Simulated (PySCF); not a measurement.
**C₆H₁₃NO₂Si (SMILES C=C(O[SiH2]O)N1CCCC1): density, localisation and related maps**

```xyz
23

C     1.1388   -1.3361   -1.3917
C     0.7785   -0.3972   -0.5140
O     1.6642    0.3838    0.1493
Si    3.2890    0.4750    0.1059
O     3.6574    1.6032    1.2074
N    -0.5197   -0.0761   -0.2009
C    -1.6203   -0.9820   -0.4607
C    -2.6732   -0.6220    0.5897
C    -2.3591    0.8395    0.9005
C    -0.8352    0.8618    0.8575
H     0.4164   -1.9184   -1.9265
H     2.1760   -1.5136   -1.5942
H     3.9358   -0.7281    0.6075
H     3.7258    0.8753   -1.2313
H     3.1001    2.3678    1.3271
H    -2.0036   -0.8175   -1.4760
H    -1.2978   -2.0251   -0.3821
H    -2.5330   -1.2287    1.4852
H    -3.6880   -0.7694    0.2257
H    -2.7523    1.1636    1.8616
H    -2.7622    1.4821    0.1173
H    -0.4095    0.5394    1.8191
H    -0.4328    1.8498    0.6199
```

Geometry: GFN2-xTB.

All numbers below come from PBE0/pcSseg-1, SCF density, gas phase, non-relativistic (PySCF).

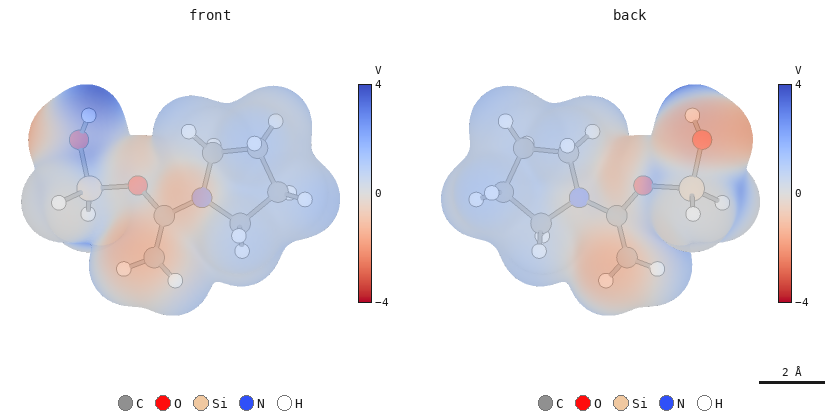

Figure 1. The molecular electrostatic potential painted on the density surface at 0.004 e/bohr³, seen from the front and from behind; the colour scale runs from red (negative) to blue (positive).

Which sites attract a positive test charge, and which a negative one?

Answer. A positive charge is drawn to the negative regions and a negative charge to the positive ones. The most negative region (about −1.7 V, or −39 kcal/mol for a unit charge) lies over O5, the most positive (about +3.1 V, or +71 kcal/mol for a unit charge) over H15. O5 is the likeliest acceptor of a hydrogen bond.

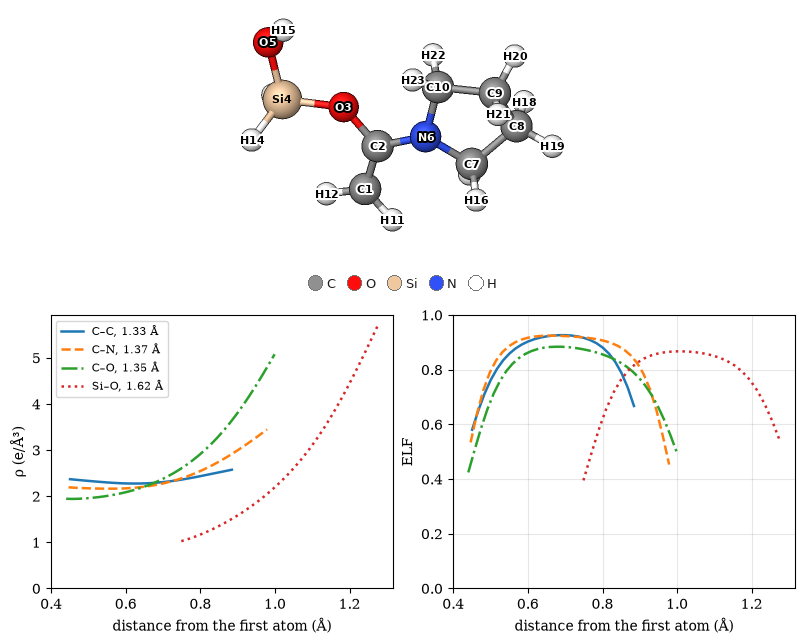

Figure 2. Total electron density and electron localisation function along straight lines between neighbouring atoms. The curves leave out the atomic cores. The structure is drawn too.

Compare the contacts.

Answer. C–C (1.33 Å): ρ is about 2.3 e/Å³ halfway; the ELF peaks at about 0.95 between the atoms: a short, multiple covalent bond.
C–N (1.37 Å): ρ at the midpoint is about 2.3 e/Å³; the ELF peaks at about 0.90 between the atoms (a covalent bond).
C–O (1.35 Å): the density is about 2.3 e/Å³ at the midpoint, with its minimum of 1.9 e/Å³ about 0.5 Å from C; the ELF peaks at about 0.90 between the atoms (a shared but strongly polarised pair).
Si–O (1.62 Å): ρ at the midpoint is about 1.2 e/Å³; the ELF peaks at about 0.85 between the atoms (a short, strongly polar bond).
